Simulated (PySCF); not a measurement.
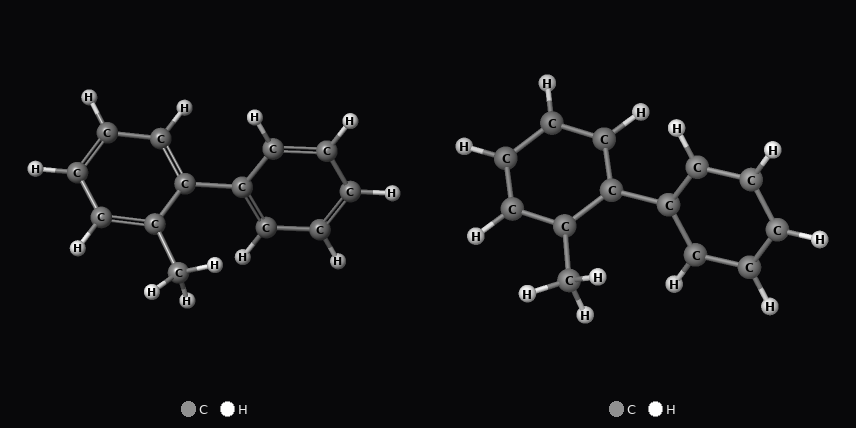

Two views of one molecule.

The geometry was computed by an optimisation with PBE0-D3(BJ)/def2-SVP. No frequency run is at hand to confirm it as a minimum.

Question: Which formula does it have?

Answer: C₁₃H₁₂, 25 atoms: 13 carbon and 12 hydrogen.

Question: Give a SMILES string for it.

Answer: Cc1ccccc1-c1ccccc1

More results for the same structure follow; atom numbers are the same in all pictures, views and colours differ.

### Geometry

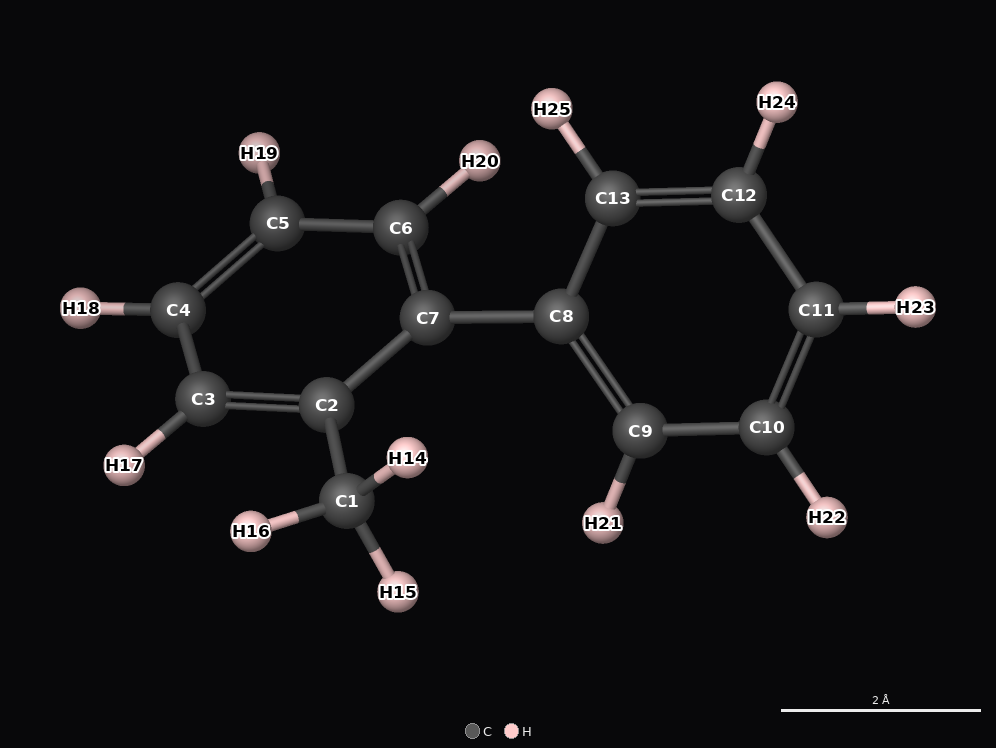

The atoms are numbered. No frequency run is at hand to confirm it as a minimum.

Question: Describe the coordination of atom 3.

Answer: C3 has 3 neighbours (C2 at 1.40, C4 at 1.39, H17 at 1.09 Å); the arrangement is trigonal planar.

Question: Describe the coordination of atom 8.

Answer: C8 has 3 neighbours (C7 at 1.48, C9 at 1.40, C13 at 1.40 Å); the arrangement is trigonal planar.

Question: How are the neighbours of atom 7 arranged?

Answer: C7 has 3 neighbours (C2 at 1.41, C6 at 1.40, C8 at 1.48 Å); the arrangement is trigonal planar.

Question: Describe the coordination of atom 2.

Answer: C2 has 3 neighbours (C1 at 1.50, C3 at 1.40, C7 at 1.41 Å); the arrangement is trigonal planar.

Question: What is the dihedral angle C5–C6–C7–C8?

Answer: 180° in size, that is anti.

### Electronic properties

No frequency run is at hand to confirm it as a minimum. Properties computed with B3LYP/pcJ-1, gas phase (PySCF 2.14.0).

What does the calculation give?

- dipole moment: 0.38 D
- HOMO energy (Kohn–Sham orbital): −6.45 eV
- LUMO energy (Kohn–Sham orbital): −0.89 eV
- HOMO–LUMO gap: 5.57 eV

### Excitation

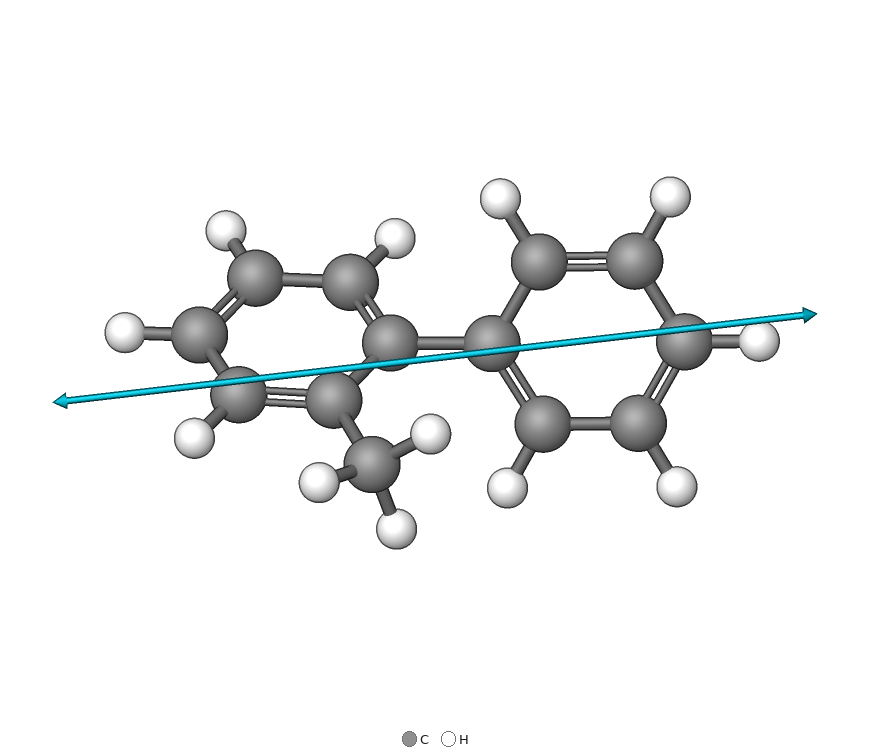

The double arrow shows the direction of the transition dipole to excited singlet state 2 (its length means nothing). No frequency run is at hand to confirm it as a minimum. Properties computed with TDDFT PBE0/def2-SVPD, vertical, gas phase, core orbitals frozen in the response (PySCF 2.14.0).

Question: Give its energy, strength and character.

Answer: 5.18 eV (240 nm), oscillator strength 0.18, mainly HOMO → LUMO (weight 0.56); transition dipole 3.06 D.

### Ring current

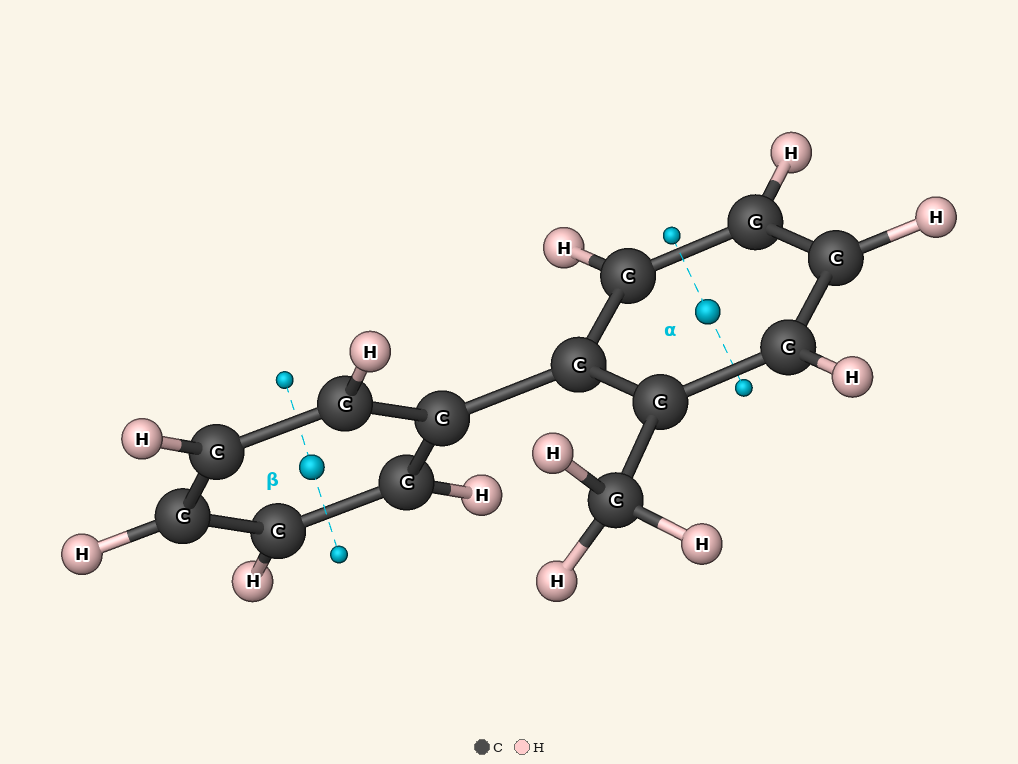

The small points mark where nucleus-independent chemical shifts (NICS) were computed: at the centre of each lettered ring and 1 Å above and below it. No frequency run is at hand to confirm it as a minimum. Level of theory: GIAO PBE0/pcSseg-1 NMR shielding, non-relativistic, gas phase (PySCF 2.14.0).

Give NICS(0), NICS(1) and the out-of-plane component NICS(1)zz for each ring (means of the two sides).

```csv
ring,members,NICS(0),NICS(1),NICS(1)zz
α,C6,−8.2,−10.8,−27.3
β,C6,−8.2,−10.8,−28.2
```

Values in ppm.

Question: What do the values say about the ring currents?

Answer: Ring α: diatropic, as in an aromatic ring. Ring β: diatropic, as in an aromatic ring. NICS is one index among several.
